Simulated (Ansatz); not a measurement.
The figure comes from a scan of Ge (diamond): one Ge atom of a 2-atom cell moves by u along (1.00, 0.00, 0.00) and v along (0.00, 1.00, 0.00). All values below come from PBE (plane waves to 420 eV, PAW, scalar-relativistic; Ansatz, an electronic-structure program). k mesh 11×11×11 (Γ-centred), Fermi-Dirac smearing 0.05 eV. With partly filled bands, energies and forces of such displacements shift with the k mesh and the smearing. Fu and Fv are the components of the force on the atom. Ge was relaxed with its symmetry unable to fall. 

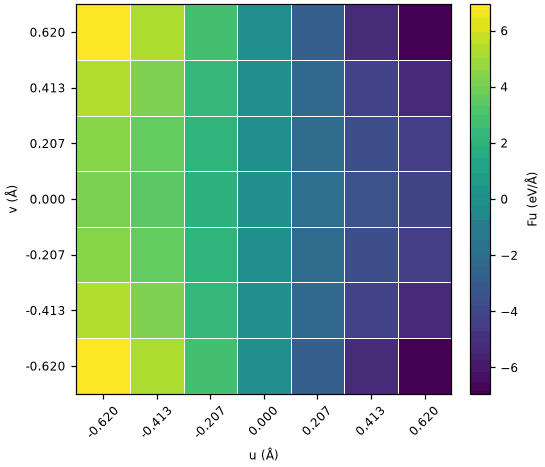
Fu (eV/Å), one tile a computed point.

**Question.** Read the plotted values off the figure, to the accuracy that the plot allows.

**Answer.** To the nearest 2:

Fu (eV/Å), with u across and v down:

```tsv
v \ u	-0.620	-0.413	-0.207	0.000	0.207	0.413	0.620
-0.620	6	6	2	0	-2	-6	-6
-0.413	6	4	2	0	-2	-4	-6
-0.207	4	4	2	0	-2	-4	-4
0.000	4	4	2	0	-2	-4	-4
0.207	4	4	2	0	-2	-4	-4
0.413	6	4	2	0	-2	-4	-6
0.620	6	6	2	0	-2	-6	-6
```

(A displaced cell: forces are minus the slopes of the energy, force constants its curvatures, and phonons follow from these.)
